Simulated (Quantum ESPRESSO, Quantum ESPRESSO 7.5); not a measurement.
## F-SiSi-F chair, 1 layer: a series in biaxial strain

Wanted: a table for F-SiSi-F chair, 1 layer against biaxial strain, and what can be fitted to it.

Calculated with Quantum ESPRESSO 7.5; plane-wave DFT, PBE, GBRV ultrasoft pseudopotentials.

### 1. Set-up

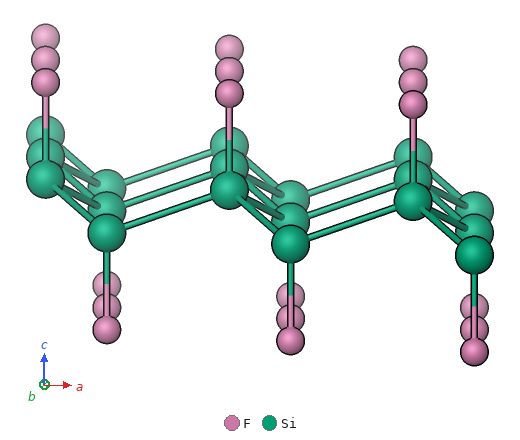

Start, viewed nearly edge on; fluorine pink, silicon teal. 3×3×1 cells are drawn.

The cell holds 4 atoms: 2 F and 2 Si. Its edges and angles: a = 3.663 Å, b = 3.663 Å, c = 19.100 Å, α = 90.0°, β = 90.0°, γ = 120.0°. Vacuum lies along c.

Set-up: Cell and atoms are first relaxed; each strained cell is then held and the atoms relax in it. A periodic run with 15 Å of vacuum in the starting cell gives the vacuum levels, and bands follow along a path.

Members -2, -1, 0, 1 and 2 took the same steps and show in the table alone.

This sheet is a model structure: its symmetry is held, and its stability is not tested here.

### 2. Relaxing cell and ions of the reference

What the set-up leaves free in this member is relaxed.

File ref.relax.in:

```
&control
  prefix = 'ref.relax'
  outdir = './out'
  pseudo_dir = './pseudo'
  nstep = 80
  forc_conv_thr = 0.0004
  calculation = 'vc-relax'
  etot_conv_thr = 1e-06
/
&system
  ibrav = 0
  nat = 4
  ntyp = 2
  ecutwfc = 50
  ecutrho = 250
  occupations = 'smearing'
  smearing = 'fd'
  degauss = 0.004
/
&electrons
  conv_thr = 1e-09
  mixing_beta = 0.4
  electron_maxstep = 120
  mixing_mode = 'plain'
/
&ions
/
&cell
  cell_dofree = '2Dxy'
  press_conv_thr = 0.3
/
ATOMIC_SPECIES
  F   18.9984  f_pbe_v1.4.uspp.F.UPF
  Si  28.0850  si_pbe_v1.uspp.F.UPF
CELL_PARAMETERS angstrom
  3.66300000000000 0.00000000000000 0.00000000000000
  -1.83150000000000 3.17225105406240 0.00000000000000
  0.00000000000000 0.00000000000000 19.10000000000000
ATOMIC_POSITIONS crystal
  F   0.666666666700 0.333333333300 0.392670157068
  Si  0.666666666700 0.333333333300 0.480628272251
  Si  0.333333333300 0.666666666700 0.519371727749
  F   0.333333333300 0.666666666700 0.607329842932
K_POINTS automatic
  12 12 1 0 0 0
```

Command:

```sh
$ OMP_NUM_THREADS=1 mpirun -n 4 pw.x -nk 4 -in ref.relax.in > ref.relax.out
```

The log of the run:

```text
Program PWSCF v.7.5 starts
[citation notice left out]

     Parallel version (MPI & OpenMP), running on       4 processor cores
     Number of MPI processes:                 4
     Threads/MPI process:                     1

     MPI processes distributed on     1 nodes
[...]
Current dimensions of program PWSCF are:
     Max number of different atomic species (ntypx) = 10
     Max number of k-points (npk) =  40000
     Max angular momentum in pseudopotentials (lmaxx) =  4
     Message from routine setup:
     using ibrav=0 with symmetry is DISCOURAGED, use correct ibrav instead

     K-points division:     npool     =       4
     Subspace diagonalization in iterative solution of the eigenvalue problem:
     a serial algorithm will be used

     G-vector sticks info
     --------------------
     sticks:   dense  smooth     PW     G-vecs:    dense   smooth      PW
     Sum         823     661    199               100039    71623   11531

     Using Slab Decomposition

     bravais-lattice index     =            0
     lattice parameter (alat)  =       6.9221  a.u.
     unit-cell volume          =    1497.7331 (a.u.)^3
     number of atoms/cell      =            4
     number of atomic types    =            2
     number of electrons       =        22.00
     number of Kohn-Sham states=           15
     kinetic-energy cutoff     =      50.0000  Ry
     charge density cutoff     =     250.0000  Ry
     scf convergence threshold =      1.0E-09
     mixing beta               =       0.4000
     number of iterations used =            8  plain     mixing
     energy convergence thresh.=      1.0E-06
     force convergence thresh. =      4.0E-04
     press convergence thresh. =      3.0E-01
     Exchange-correlation= SLA  PW   PBE  PBE
                           (   1   4   3   4   0   0   0)
     nstep                     =           80

     celldm(1)=   6.922067  celldm(2)=   0.000000  celldm(3)=   0.000000
     celldm(4)=   0.000000  celldm(5)=   0.000000  celldm(6)=   0.000000

     crystal axes: (cart. coord. in units of alat)
               a(1) = (   1.000000   0.000000   0.000000 )
               a(2) = (  -0.500000   0.866025   0.000000 )
               a(3) = (   0.000000   0.000000   5.214305 )

     reciprocal axes: (cart. coord. in units 2 pi/alat)
               b(1) = (  1.000000  0.577350 -0.000000 )
               b(2) = (  0.000000  1.154701  0.000000 )
               b(3) = (  0.000000 -0.000000  0.191780 )

     PseudoPot. # 1 for F  read from file:
     ./pseudo/f_pbe_v1.4.uspp.F.UPF
     Pseudo is Ultrasoft, Zval =  7.0
     Generated by new atomic code, or converted to UPF format
     Using radial grid of  799 points,  4 beta functions with:
                l(1) =   0
                l(2) =   0
                l(3) =   1
                l(4) =   1
     Q(r) pseudized with  8 coefficients,  rinner =    0.950   0.950   0.950

     PseudoPot. # 2 for Si read from file:
     ./pseudo/si_pbe_v1.uspp.F.UPF
     Pseudo is Ultrasoft + core correction, Zval =  4.0
     Generated by new atomic code, or converted to UPF format
     Using radial grid of  899 points,  6 beta functions with:
                l(1) =   0
                l(2) =   0
                l(3) =   1
                l(4) =   1
                l(5) =   2
                l(6) =   2
     Q(r) pseudized with  8 coefficients,  rinner =    0.900   0.900   0.900
                                                       0.900   0.900

     atomic species   valence    mass     pseudopotential
     F                 7.00    18.99840     F ( 1.00)
     Si                4.00    28.08500     Si( 1.00)

     12 Sym. Ops., with inversion, found

   Cartesian axes

     site n.     atom                  positions (alat units)
         1        F      tau(   1) = (   0.5000000   0.2886751   2.0475020  )
         2        Si     tau(   2) = (   0.5000000   0.2886751   2.5061425  )
         3        Si     tau(   3) = (  -0.0000000   0.5773503   2.7081627  )
         4        F      tau(   4) = (  -0.0000000   0.5773503   3.1668032  )

     number of k points=    19  Fermi-Dirac smearing, width (Ry)=  0.0040
                       cart. coord. in units 2pi/alat
        k(    1) = (   0.0000000   0.0000000   0.0000000), wk =   0.0138889
        k(    2) = (   0.0000000   0.0962250   0.0000000), wk =   0.0833333
        k(    3) = (   0.0000000   0.1924501   0.0000000), wk =   0.0833333
        k(    4) = (   0.0000000   0.2886751   0.0000000), wk =   0.0833333
        k(    5) = (   0.0000000   0.3849002   0.0000000), wk =   0.0833333
        k(    6) = (   0.0000000   0.4811252   0.0000000), wk =   0.0833333
        k(    7) = (   0.0000000  -0.5773503   0.0000000), wk =   0.0416667
        k(    8) = (   0.0833333   0.1443376   0.0000000), wk =   0.0833333
        k(    9) = (   0.0833333   0.2405626   0.0000000), wk =   0.1666667
        k(   10) = (   0.0833333   0.3367877   0.0000000), wk =   0.1666667
[...]
k(   19) = (   0.3333333   0.5773503   0.0000000), wk =   0.0277778

     Dense  grid:   100039 G-vectors     FFT dimensions: (  36,  36, 192)

     Smooth grid:    71623 G-vectors     FFT dimensions: (  32,  32, 180)

     Estimated max dynamical RAM per process >     163.25 MB

     Estimated total dynamical RAM >     579.72 MB

     Initial potential from superposition of free atoms

     starting charge      21.9987, renormalised to      22.0000

     negative rho (up, down):  2.014E-04 0.000E+00
     Starting wfcs are   16 randomized atomic wfcs

     total cpu time spent up to now is        1.2 secs

     per-process dynamical memory:    76.2 Mb

     Self-consistent Calculation

     iteration #  1     ecut=    50.00 Ry     beta= 0.40
     Davidson diagonalization with overlap
     ethr =  1.00E-02,  avg # of iterations =  3.9

     negative rho (up, down):  1.788E-04 0.000E+00

     total cpu time spent up to now is        2.7 secs

     total energy              =    -116.49822168 Ry
     estimated scf accuracy    <       0.34973166 Ry

     iteration #  2     ecut=    50.00 Ry     beta= 0.40
[...]
negative rho (up, down):  2.088E-04 0.000E+00

[...]
total energy              =    -116.56894512 Ry
     estimated scf accuracy    <       0.05941727 Ry

     iteration #  3     ecut=    50.00 Ry     beta= 0.40
[...]
negative rho (up, down):  2.681E-04 0.000E+00

[...]
total energy              =    -116.57193955 Ry
     estimated scf accuracy    <       0.01418581 Ry

[...]
atom    2 type  2   force =     0.00000000    0.00000000    0.01340703
     atom    3 type  2   force =     0.00000000    0.00000000   -0.01340703
     atom    4 type  1   force =     0.00000000   -0.00000000    0.00897776

     Total force =     0.022819     Total SCF correction =     0.000006

     Computing stress (Cartesian axis) and pressure

     negative rho (up, down):  2.200E-04 0.000E+00
          total   stress  (Ry/bohr**3)                   (kbar)     P=       18.65
   0.00017464  -0.00000000   0.00000000           25.69       -0.00        0.00
  -0.00000000   0.00017464   0.00000000           -0.00       25.69        0.00
   0.00000000   0.00000000   0.00003102            0.00        0.00        4.56

     Energy error            =      3.6E-03 Ry
     Gradient error          =      1.3E-02 Ry/Bohr
     Cell gradient error     =      2.6E+01 kbar

     number of scf cycles    =   3
     number of bfgs steps    =   2

     enthalpy           old  =    -116.5847446743 Ry
     enthalpy           new  =    -116.5883934964 Ry

     CASE: enthalpy          _new < enthalpy          _old

     WARNING: bfgs curvature condition failed, Theta= 0.931
     new trust radius        =       0.0492807171 bohr
     new conv_thr            =       0.0000000003 Ry

     new unit-cell volume =   1554.98074 a.u.^3 (   230.42437 Ang^3 )
     density =      0.67861 g/cm^3

CELL_PARAMETERS (angstrom)
   3.732348660  -0.000000000   0.000000000
  -1.866174330   3.232308755   0.000000000
   0.000000000   0.000000000  19.100000000

ATOMIC_POSITIONS (crystal)
F                0.6666666667        0.3333333333        0.3937293183
Si               0.6666666667        0.3333333333        0.4786470338
Si               0.3333333333        0.6666666667        0.5213529662
F                0.3333333333        0.6666666667        0.6062706817

[...]
NEW-OLD atomic charge density approx. for the potential
     New effective cutoffs (rho, wfc):  249.69   49.93

     negative rho (up, down):  2.196E-04 0.000E+00

     total cpu time spent up to now is       41.9 secs

     per-process dynamical memory:    90.9 Mb

[...]
!    total energy              =    -116.59170619 Ry
[...]
Total force =     0.019153     Total SCF correction =     0.000047
[...]
number of bfgs steps    =   3
[...]
new trust radius        =       0.0739210757 bohr
[...]
!    total energy              =    -116.59592500 Ry
[...]
Total force =     0.016746     Total SCF correction =     0.000049
[...]
number of bfgs steps    =   4
[...]
new trust radius        =       0.1108816135 bohr
[...]
!    total energy              =    -116.60078725 Ry
[...]
Total force =     0.016005     Total SCF correction =     0.000065
[...]
number of bfgs steps    =   5
[...]
new trust radius        =       0.1663224202 bohr
[...]
!    total energy              =    -116.60512961 Ry
[...]
Total force =     0.017544     Total SCF correction =     0.000034
[...]
number of bfgs steps    =   6
[...]
new trust radius        =       0.1229418449 bohr
[...]
!    total energy              =    -116.60643500 Ry
[...]
Total force =     0.016176     Total SCF correction =     0.000022
[...]
number of bfgs steps    =   7
[...]
new trust radius        =       0.0276734702 bohr
[...]
!    total energy              =    -116.60670034 Ry
[...]
Total force =     0.012561     Total SCF correction =     0.000011
[...]
number of bfgs steps    =   8
[...]
new trust radius        =       0.0269162517 bohr
[...]
!    total energy              =    -116.60702507 Ry
[...]
Total force =     0.004869     Total SCF correction =     0.000017
[...]
number of bfgs steps    =   9
[...]
new trust radius        =       0.0122114758 bohr
[...]
!    total energy              =    -116.60712049 Ry
[...]
Total force =     0.001392     Total SCF correction =     0.000013
[...]
number of bfgs steps    =  10
[...]
new trust radius        =       0.0126715215 bohr
[...]
Self-consistent Calculation

     iteration #  1     ecut=    50.00 Ry     beta= 0.40
     Davidson diagonalization with overlap
     ethr =  1.00E-06,  avg # of iterations =  2.0

     Threshold (ethr) on eigenvalues was too large:
     Diagonalizing with lowered threshold

     Davidson diagonalization with overlap
     ethr =  5.20E-09,  avg # of iterations =  3.1

     negative rho (up, down):  4.740E-04 0.000E+00

     total cpu time spent up to now is      139.3 secs

     total energy              =    -116.60713483 Ry
     estimated scf accuracy    <       0.00000223 Ry

[...]
iteration #  7     ecut=    50.00 Ry     beta= 0.40
[...]
negative rho (up, down):  4.723E-04 0.000E+00

[...]
End of self-consistent calculation

          k = 0.0000 0.0000 0.0000 (  8967 PWs)   bands (ev):

   -28.2048 -28.1805 -14.0280 -10.9658  -9.5085  -8.9252  -8.9252  -8.7740
    -8.7740  -3.8415  -3.8415  -3.1471  -0.1772  -0.1250  -0.1250

          k = 0.0000 0.0889 0.0000 (  8975 PWs)   bands (ev):

   -28.2032 -28.1797 -13.9670 -10.9719  -9.5260  -8.9728  -8.9399  -8.7761
    -8.7616  -4.4205  -3.9613  -2.8608  -0.2889   0.1517   0.2812

          k = 0.0000 0.1777 0.0000 (  8927 PWs)   bands (ev):

   -28.1989 -28.1776 -13.7871 -10.9964  -9.5745  -9.1027  -8.9786  -8.7833
    -8.7284  -5.3681  -4.2323  -2.5056  -0.6159   0.8872   1.3203

          k = 0.0000 0.2666 0.0000 (  8917 PWs)   bands (ev):

   -28.1928 -28.1750 -13.4987 -11.0597  -9.6459  -9.2864  -9.0295  -8.7952
    -8.6754  -6.2821  -4.5201  -2.1873  -0.8674   1.9243   2.5059

          k = 0.0000 0.3554 0.0000 (  8936 PWs)   bands (ev):

   -28.1863 -28.1726 -13.1259 -11.1971  -9.7361  -9.4706  -9.0790  -8.8084
    -8.6004  -7.0234  -4.7510  -2.0494  -0.7775   2.2099   3.2055

          k = 0.0000 0.4443 0.0000 (  8942 PWs)   bands (ev):

   -28.1811 -28.1715 -12.7298 -11.4241  -9.8310  -9.5862  -9.1146  -8.8187
    -8.5098  -7.5201  -4.8958  -2.0907  -0.3304   1.3681   4.0901

[...]
the Fermi energy is    -3.4683 ev

!    total energy              =    -116.60713526 Ry
     estimated scf accuracy    <          5.6E-12 Ry
     smearing contrib. (-TS)   =      -0.00000242 Ry
     internal energy E=F+TS    =    -116.60713284 Ry

     The total energy is F=E-TS. E is the sum of the following terms:
     one-electron contribution =    -444.47341247 Ry
     hartree contribution      =     227.55568647 Ry
     xc contribution           =     -27.32450369 Ry
     ewald contribution        =     127.63509686 Ry

     convergence has been achieved in   7 iterations

     negative rho (up, down):  4.723E-04 0.000E+00

     Forces acting on atoms (cartesian axes, Ry/au):

     atom    1 type  1   force =    -0.00000000   -0.00000000   -0.00021548
     atom    2 type  2   force =     0.00000000    0.00000000    0.00007633
     atom    3 type  2   force =     0.00000000    0.00000000   -0.00007633
     atom    4 type  1   force =    -0.00000000    0.00000000    0.00021548

     Total force =     0.000323     Total SCF correction =     0.000004

     Computing stress (Cartesian axis) and pressure

     negative rho (up, down):  4.723E
```

It took 3.2 min on 4 MPI ranks of Arm Neoverse V1, shared host; peak memory 0.76 GiB; 13 min of CPU time.

The steps of the relaxation:

| step | energy less that of the first step (eV) | largest force (eV/Å) | volume (Å³) |
| --- | --- | --- | --- |
| 1 | 0.0000 | 2.0632 | 221.94 |
| 2 | -0.1628 | 0.4978 | 224.96 |
| 3 | -0.2124 | 0.3447 | 227.55 |
| 4 | -0.2575 | 0.3287 | 230.42 |
| 5 | -0.3149 | 0.3042 | 234.76 |
| 6 | -0.3810 | 0.2472 | 241.35 |
| 7 | -0.4401 | 0.2816 | 251.40 |
| 8 | -0.4579 | 0.2784 | 258.96 |
| 9 | -0.4615 | 0.2100 | 260.68 |
| 10 | -0.4659 | 0.0638 | 261.80 |
| 11 | -0.4672 | 0.0252 | 261.04 |
| 12 | -0.4674 | 0.0055 | 260.25 |
| 13 | -0.4674 | 0.0008 | 260.11 |
| 14 | -0.4682 | 0.0008 | 260.11 |

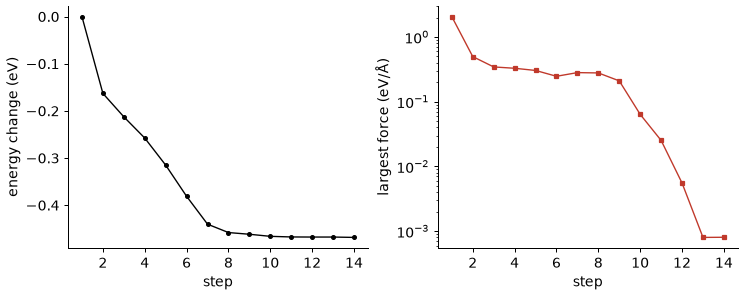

Energy and largest force along the relaxation.

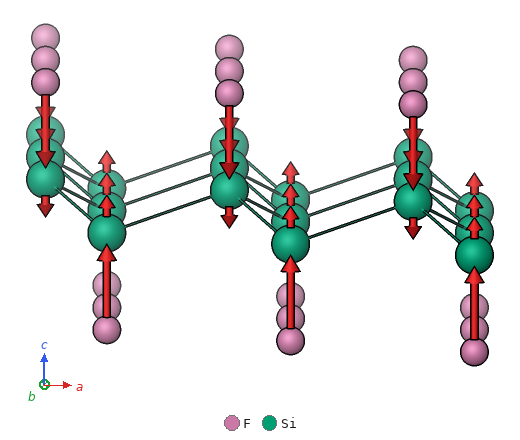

Displacements in the relaxation, exaggerated, measured against the changing cell; the longest in the cell stands for 0.07 Å. 3×3×1 cells are drawn.

| cell as run | before | after | change |
| --- | --- | --- | --- |
| a (Å) | 3.663 | 3.965 | +8.3 % |
| b (Å) | 3.663 | 3.965 | +8.3 % |

The atoms that moved most (Å, along periodic axes as changes of fractional coordinates times the final cell, across vacuum about the mean position):

| atom | dx | dy | dz | length |
| --- | --- | --- | --- | --- |
| F4 | 0.000 | 0.000 | -0.069 | 0.069 |
| F1 | 0.000 | 0.000 | 0.069 | 0.069 |
| Si2 | 0.000 | 0.000 | 0.021 | 0.021 |
| Si3 | 0.000 | 0.000 | -0.021 | 0.021 |

 The last row is no step: it is a fresh SCF in the final cell with a new plane-wave basis, -1 meV from the row before.

Numbers from this step:

```
free energy  : -1586.5217 eV
Fermi energy : -3.467 eV
```

(Part 1 of 6 ends here.)

[Logs are printed without paths, hosts, clocks, repeated set-up lines and the standing remarks that a program may print on its own settings, such as how far it seeks lower states.]

[Hosts, paths, dates, database ids (printed as entryN), source tags and the programs' standing remarks are cut or masked in the printed files.]

[Maps of the electrostatic potential energy from Ansatz leave out the sawtooth potential of an applied field or a dipole correction, so their vacuum need not be flat; planar profiles and work functions include it.]
